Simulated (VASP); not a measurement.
Band structure of W (relaxed from the beta-Sn structure, space group I4_1/amd). Level of theory: r2SCAN meta-GGA, VASP's PBE PAW potentials (set 64) (plane waves; VASP).

Unless said otherwise, spin-orbit coupling is left out, though it shifts the bands of the heavy elements here.

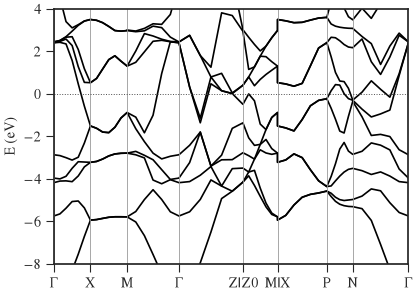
Figure: Bands along high-symmetry lines, zero at the valence-band maximum or, without a gap, the Fermi level

### Question
Read the plot: is there a gap, and where are the band edges?

### Answer
It has no gap at this level: it comes out as a metal or semimetal.

The structure was generated: W was put into the beta-Sn type (I4_1/amd), which need not be its known phase. It was relaxed first, which changed the volume by +5 %.
